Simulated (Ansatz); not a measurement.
The calculation's input:

```
crystal:
  periodic: [false, false, false]
  atoms:
    - { symbol: Ge, position_ang: [0.079327, -0.038948, 0.225263] }
    - { symbol: H, position_ang: [0.483476, -0.16564, 1.686761] }
    - { symbol: O, position_ang: [1.780439, -0.073746, -0.177325] }
    - { symbol: H, position_ang: [2.254381, -0.613158, 0.464938] }
    - { symbol: O, position_ang: [-0.697815, 1.397712, -0.382715] }
    - { symbol: H, position_ang: [-1.443823, 1.195472, -0.959797] }
    - { symbol: F, position_ang: [-0.827984, -1.366792, -0.422926] }
basis:
  gaussian: { orbitals: def2-SVP }
hamiltonian:
  xc: pbe0
  dispersion: d4
relax:
  f_tol: 0.03
  max_steps: 50
output:
  orbitals: {}
```

Run with:

```sh
ansatz run input.yaml --threads 2 --pin off --max-ram 3072MiB --backend cpu --events-out ev --progress --plain --runs-dir out
```

The fields are those of the run's last geometry, not of the input's.

Theory: Ansatz 0.2.0, RKS PBE0-D4/def2-SVP.

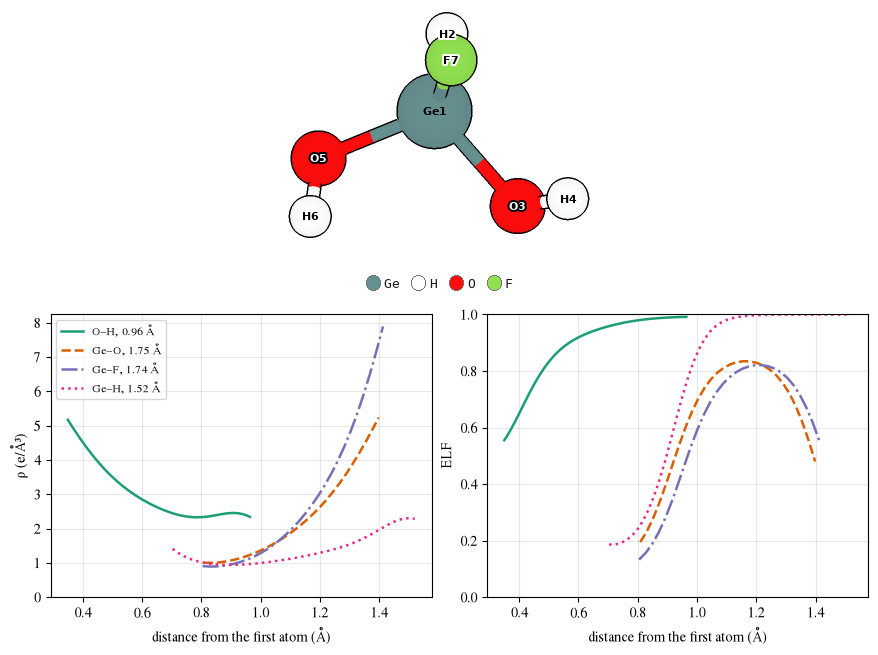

FGeH₃O₂. Total electron density and ELF along straight lines between neighbouring atoms. The curves leave out the atomic cores. The structure is drawn too.

Q: What can be read from the curves?

A: O–H (0.96 Å): the density is about 3.7 e/Å³ at the midpoint; the ELF climbs to about 1 towards the hydrogen, as it does in any bond to H (an ordinary covalent bond to hydrogen).
Ge–O (1.75 Å): the density is about 1 e/Å³ at the midpoint; the ELF peaks at about 0.85 in the valence shell of O, 0.6 Å from its nucleus, and is about 0.35 at the midpoint.
Ge–F (1.74 Å): the density is about 0.91 e/Å³ at the midpoint; the ELF peaks at about 0.80 in the valence shell of F, 0.5 Å from its nucleus, and is about 0.25 at the midpoint.
Ge–H (1.52 Å): ρ at the midpoint is about 1.1 e/Å³; the ELF climbs to about 1 towards the hydrogen.
